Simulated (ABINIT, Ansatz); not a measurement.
# CsH (F-43m): a worked LO-TO splitting

Wanted: the LO mode of CsH (F-43m) from the TO mode and the field response.

Method: DFT LDA, scalar-relativistic, plane waves, PseudoDojo norm-conserving pseudopotentials, in ABINIT 10.8.3.

The structure was built from a prototype and need not be the compound's stable phase.

## (1) The relaxed structure

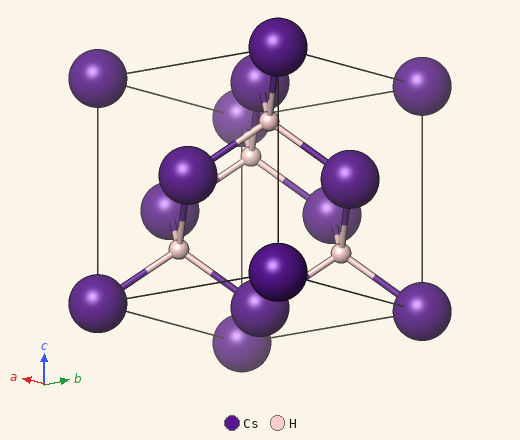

The starting structure, seen from a free direction (caesium purple, hydrogen pink). This picture shows the conventional cell, with its axes. Bonds to atoms that aren't drawn are left out. Some periodic images of atoms are drawn too.

Structure file:

```xyz
2
Lattice="0.0000 3.3427 3.3427 3.3427 0.0000 3.3427 3.3427 3.3427 0.0000" Properties=species:S:1:pos:R:3 pbc="T T T"
Cs    0.0000    0.0000    0.0000
H     1.6714    1.6714    1.6714
```

This is the cell after its relaxation at this level of theory, not the database cell from which that began.

## (2) What the response run gave

A linear-response run on the relaxed cell, with the response to an electric field; only its zone-centre results are used. Cutoff 31 Ha, k mesh 4×4×4 with shifts.

Numbers of over 12 decimals in the logs are rounded to 6 here.

Output:

```text
[banners, grids, parts of the stress and lines that vanish by symmetry left out]
- input  file    -> dfpt_gamma.abi
- output file    -> dfpt_gamma.abo
- root for input  files -> dfpt_gammai
[...]
DATASET    1 : space group F-4 3 m (#216); Bravais cF (face-center cubic)
[...]
nfft =      110592          nkpt =         128
[...]
DATASET    2 : space group F-4 3 m (#216); Bravais cF (face-center cubic)
[...]
nfft =      110592          nkpt =         128
[...]
DATASET    3 : space group F-4 3 m (#216); Bravais cF (face-center cubic)
[...]
mpw =        4176          nfft =      110592          nkpt =         128
[...]
== DATASET  1 ==================================================================
[...]
cutoff_energies: {ecut:  31.0, pawecutdg:  -1.0, }
[...]
-  1.00000   1.00000  180309                  znucl, zion, pspdat
[...]
Perturbation : derivative vs k along direction   1
[...]
-ETOT  1  -8.434386     -8.434E+00 1.677E-02 0.000E+00
 ETOT  2  -8.437739     -3.353E-03 2.110E-04 0.000E+00
 ETOT  3  -8.437875     -1.359E-04 1.115E-05 0.000E+00
 ETOT  4  -8.437884     -8.868E-06 7.911E-07 0.000E+00
 ETOT  5  -8.437884     -6.391E-07 6.160E-08 0.000E+00
[...]
At SCF step   17   max residual=  9.99E-21 < tolwfr=  1.00E-20 =>converged.
[...]
Perturbation : derivative vs k along direction   2
[...]
-ETOT  1  -8.434386     -8.434E+00 1.677E-02 0.000E+00
[...]
At SCF step   17   max residual=  9.99E-21 < tolwfr=  1.00E-20 =>converged.
[...]
Perturbation : derivative vs k along direction   3
[...]
-ETOT  1  -8.434386     -8.434E+00 1.677E-02 0.000E+00
[...]
At SCF step   17   max residual=  9.99E-21 < tolwfr=  1.00E-20 =>converged.
[...]
1        1       1.9453957745    0.0000000000
     1        2       0.9726978872   -0.0000000000
     1        3       0.9726978872    0.0000000000
     2        1       0.9726978872   -0.0000000000
     2        2       1.9453957745   -0.0000000000
     2        3       0.9726978873   -0.0000000000
     3        1       0.9726978872    0.0000000000
     3        2       0.9726978873   -0.0000000000
     3        3       1.9453957745   -0.0000000000
[...]
== DATASET  2 ==================================================================
[...]
cutoff_energies: {ecut:  31.0, pawecutdg:  -1.0, }
[...]
Perturbation : displacement of atom   1   along direction   1
[...]
-ETOT  1   1.263618     -7.616E+02 3.740E+00 5.022E+01
[...]
3    4   3    4         2.8713520261        -0.0000000000
  Effective charges, in cartesian coordinates,
[...]
1    1   1    4         0.9890758016         0.0000000000
   2    1   1    4        -0.0000000000         0.0000000000
   3    1   1    4        -0.0000000000         0.0000000000
   1    2   1    4        -0.9890224609         0.0000000000
   2    2   1    4        -0.0000000000         0.0000000000
[...]
Effective charges, in cartesian coordinates,
[...]
2    4   1    2         0.0000000000         0.0000000000
   3    4   1    2         0.0000000000         0.0000000000
   1    4   2    2         0.0000000000         0.0000000000
   2    4   2    2        -0.9890224576         0.0000000000
   3    4   2    2         0.0000000000         0.0000000000
   1    4   3    2        -0.0000000000         0.0000000000
   2    4   3    2        -0.0000000000         0.0000000000
   3    4   3    2        -0.9890224576         0.0000000000
  Phonon wavevector (reduced coordinates) :  0.00000  0.00000  0.00000
 Phonon energies in Hartree :
[...]
Phonon frequencies in cm-1    :
-  8.348096E-02  8.348149E-02  8.348307E-02  5.415323E+02  5.415323E+02
-  5.415323E+02
  Phonon at Gamma, with non-analyticity in the
[...]
Phonon energies in Hartree :
[...]
Phonon frequencies in cm-1    :
-  8.348096E-02  8.348149E-02  8.349968E-02  5.415323E+02  5.415323E+02
-  7.194241E+02
  Phonon at Gamma, with non-analyticity in the
[...]
Phonon energies in Hartree :
[...]
Phonon frequencies in cm-1    :
-  8.348096E-02  8.348307E-02  8.349810E-02  5.415323E+02  5.415323E+02
-  7.194241E+02
  Phonon at Gamma, with non-analyticity in the
[...]
Phonon energies in Hartree :
[...]
Phonon frequencies in cm-1    :
-  8.348149E-02  8.348307E-02  8.349757E-02  5.415323E+02  5.415323E+02
-  7.194241E+02
[...]
== DATASET  3 ==================================================================
[...]
cutoff_energies: {ecut:  31.0, pawecutdg:  -1.0, }
[...]
j1 : displacement of atom   1 along direction   1
[...]
j1 : displacement of atom   2 along direction   1
[...]
j2 : displacement of atom   1 along direction   1
[...]
j2 : displacement of atom   2 along direction   1
[...]
j2 : displacement of atom   1 along direction   1
[...]
j2 : displacement of atom   2 along direction   1
[...]
1          1        0.000000000       -0.000000000       -0.000000000
[...]
1          2       -0.000000000        0.000000000        0.020833216
[...]
1          3        0.000000000        0.020833216        0.000000000
[...]
2          1       -0.000000000        0.000000000        0.000000000
[...]
2          2        0.000000000       -0.000000000       -0.020876289
[...]
2          3       -0.000000000       -0.020876289       -0.000000000
[...]
strten2     0.0000000000E+00  0.0000000000E+00  0.0000000000E+00
           strten3     0.0000000000E+00  0.0000000000E+00  0.0000000000E+00
================================================================================
```

| quantity | value |
| --- | --- |
| cell volume Ω (Å³) | 74.703 |
| mass of Cs (u) | 132.905 |
| mass of H (u) | 1.008 |
| Born charge of Cs, raw (e) | 0.989 |
| Born charge of H, raw (e) | -0.989 |
| ε∞ | 2.871 |
| ω(TO) after the sum rule (cm⁻¹) | 541.5 |

## (3) The calculation

The charges must sum to zero over the cell; taking off their mean, 0.000 e, leaves Z* = 0.989 e on Cs. In the polar mode Cs moves against H, so the reduced mass is μ = 132.91 × 1.01 / 133.91 = 1.000 u.

A longitudinal wave builds up a field that adds to the restoring force: ω(LO)² = ω(TO)² + 4π Z*² / (μ Ω ε∞), in Hartree atomic units. With μ = 1824 electron masses and Ω = 504.12 bohr³ the second term is 4.6567e-06 Ha², or 224309 cm⁻² (1 Ha = 219474.6 cm⁻¹).

So ω(LO) = √(293255 + 224309) = 719.4 cm⁻¹, and by the Lyddane-Sachs-Teller relation ε₀ = ε∞ (ω(LO)/ω(TO))² = 5.07.

## (4) Check against the program

The analysis program adds the same non-analytic term to the full matrix.

Output:

```text
[banners, grids, parts of the stress and lines that vanish by symmetry left out]
-outvars_anaddb: echo values of input variables ----------------------

 Flags :
[...]
Dielectric Tensor and Effective Charges
[...]
Effective charge tensors after
[...]
1          1        0.000000000       -0.000000000       -0.000000000
[...]
1          2       -0.000000000        0.000000000        0.020854752
[...]
1          3        0.000000000        0.020854752        0.000000000
[...]
2          1       -0.000000000        0.000000000        0.000000000
[...]
2          2        0.000000000       -0.000000000       -0.020854752
[...]
2          3       -0.000000000       -0.020854752       -0.000000000
[...]
Phonon wavevector (reduced coordinates) :  0.00000  0.00000  0.00000
 Phonon energies in Hartree :
[...]
Phonon energies in meV     :
-  0.000000E+00  0.000000E+00  0.000000E+00  6.714144E+01  6.714144E+01
-  6.714144E+01
 Phonon frequencies in cm-1    :
-  0.000000E+00  0.000000E+00  0.000000E+00  5.415322E+02  5.415322E+02
-  5.415322E+02
 Phonon frequencies in Thz     :
-  0.000000E+00  0.000000E+00  0.000000E+00  1.623473E+01  1.623473E+01
-  1.623473E+01
 Phonon energies in Kelvin  :
-  0.000000E+00  0.000000E+00  0.000000E+00  7.791440E+02  7.791440E+02
-  7.791440E+02
[...]
-  1  0.00000000E+00  0.00000000E+00  2.02398821E-03
-     0.00000000E+00  0.00000000E+00  0.00000000E+00
-  2  0.00000000E+00  0.00000000E+00  2.02398823E-03
-     0.00000000E+00  0.00000000E+00  0.00000000E+00
[...]
-  1  0.00000000E+00 -2.02398821E-03  0.00000000E+00
-     0.00000000E+00  0.00000000E+00  0.00000000E+00
-  2  0.00000000E+00 -2.02398823E-03  0.00000000E+00
-     0.00000000E+00  0.00000000E+00  0.00000000E+00
[...]
-  1  2.02398821E-03  0.00000000E+00  0.00000000E+00
-     0.00000000E+00  0.00000000E+00  0.00000000E+00
-  2  2.02398823E-03  0.00000000E+00  0.00000000E+00
-     0.00000000E+00  0.00000000E+00  0.00000000E+00
[...]
-  1  0.00000000E+00  0.00000000E+00 -1.76260079E-04
-     0.00000000E+00  0.00000000E+00  0.00000000E+00
-  2 -9.55034606E-07 -1.35247903E-06  2.32413848E-02
-     0.00000000E+00  0.00000000E+00  0.00000000E+00
[...]
-  1  0.00000000E+00  1.76260078E-04  0.00000000E+00
-     0.00000000E+00  0.00000000E+00  0.00000000E+00
-  2 -2.12233038E-06 -2.32413847E-02 -1.35256623E-06
-     0.00000000E+00  0.00000000E+00  0.00000000E+00
[...]
-  1  1.76260079E-04  0.00000000E+00  0.00000000E+00
-     0.00000000E+00  0.00000000E+00  0.00000000E+00
-  2 -2.32413847E-02  2.12238596E-06 -9.54911096E-07
[...]
-  8.919824E+01
 Phonon frequencies in cm-1    :
-  0.000000E+00  0.000000E+00  0.000000E+00  5.415322E+02  5.415322E+02
-  7.194323E+02
 Phonon frequencies in Thz     :
-  0.000000E+00  0.000000E+00  0.000000E+00  1.623473E+01  1.623473E+01
-  2.156804E+01
 Phonon energies in Kelvin  :
-  0.000000E+00  0.000000E+00  0.000000E+00  7.791440E+02  7.791440E+02
-  1.035103E+03
[...]
-  1  0.00000000E+00  0.00000000E+00  2.02398821E-03
[...]
-  2  0.00000000E+00  0.00000000E+00  2.02398823E-03
[...]
Phonon at Gamma, with non-analyticity in the
[...]
Phonon energies in Hartree :
[...]
Phonon energies in meV     :
-  0.000000E+00  0.000000E+00  0.000000E+00  6.714144E+01  6.714144E+01
-  8.919824E+01
 Phonon frequencies in cm-1    :
-  0.000000E+00  0.000000E+00  0.000000E+00  5.415322E+02  5.415322E+02
-  7.194323E+02
 Phonon frequencies in Thz     :
-  0.000000E+00  0.000000E+00  0.000000E+00  1.623473E+01  1.623473E+01
-  2.156804E+01
 Phonon energies in Kelvin  :
-  0.000000E+00  0.000000E+00  0.000000E+00  7.791440E+02  7.791440E+02
-  1.035103E+03
[...]
Phonon at Gamma, with non-analyticity in the
[...]
Phonon energies in Hartree :
[...]
Phonon energies in meV     :
-  0.000000E+00  0.000000E+00  0.000000E+00  6.714144E+01  6.714144E+01
-  8.919824E+01
 Phonon frequencies in cm-1    :
-  0.000000E+00  0.000000E+00  0.000000E+00  5.415322E+02  5.415322E+02
-  7.194323E+02
 Phonon frequencies in Thz     :
-  0.000000E+00  0.000000E+00  0.000000E+00  1.623473E+01  1.623473E+01
-  2.156804E+01
 Phonon energies in Kelvin  :
-  0.000000E+00  0.000000E+00  0.000000E+00  7.791440E+02  7.791440E+02
-  1.035103E+03
[...]
-  1  0.00000000E+00  2.02398821E-03  0.00000000E+00
[...]
-  2  0.00000000E+00  2.02398823E-03  0.00000000E+00
[...]
-  1  2.02398821E-03  0.00000000E+00  0.00000000E+00
[...]
-  2  2.02398823E-03  0.00000000E+00  0.00000000E+00
[...]
-  1  3.07273499E-05  1.06397075E-04 -1.37124425E-04
[...]
-  2 -4.05166142E-03 -1.40293558E-02  1.80810172E-02
[...]
-  1  1.40597204E-04 -9.69092675E-05 -4.36879362E-05
[...]
-  2 -1.85389325E-02  1.27783080E-02  5.76062454E-03
[...]
-         0.000000000      -0.000000000      -0.000000000
-         0.000000000      -0.000000000      -0.000000000
[...]
-        -0.000000000      -0.008530544       0.006618988
-        -0.008530544       0.000000000       0.001911556
-         0.006618988       0.001911556      -0.000000000
[...]
-         0.000000000      -0.002717837      -0.006028749
-        -0.002717837      -0.000000000       0.008746586
-        -0.006028749       0.008746586      -0.000000000
[...]
Direction                     Dielectric constant
[...]
0.00000   0.00000   1.00000      5.06777955
   1.00000   1.00000   1.00000      5.06777955
-
```

| quantity | by hand | program |
| --- | --- | --- |
| ω(LO) (cm⁻¹) | 719.4 | 719.4 |
| ε₀ | 5.07 | 5.07 |

## (5) Summary of results

```yaml
to_mode: 541.5 cm⁻¹
lo_mode: 719.4 cm⁻¹
static_dielectric_constant: 5.068
```

What this shows: The LO mode of CsH (F-43m) lies at 719 cm⁻¹, 178 cm⁻¹ above the TO mode; the formula meets the program within 0.1 cm⁻¹, as it must for a cubic crystal with one polar mode. ω(LO)² − ω(TO)² goes with Z*²/ε∞: an error of 5 % in ε∞ would move the LO mode by 7.5 cm⁻¹, and semilocal functionals tend to overestimate ε∞. These are harmonic values at zero temperature, at the volume of this functional, for the structure held cubic; stability elsewhere in the zone is no part of this calculation.

[Host names and launcher messages were left out of these logs when they were recorded.]

[Logs are printed without paths, hosts, clocks, repeated set-up lines and the standing remarks that a program may print on its own settings, such as how far it seeks lower states.]

[Hosts, paths, dates, database ids (printed as entryN), source tags and the programs' standing remarks are cut or masked in the printed files.]
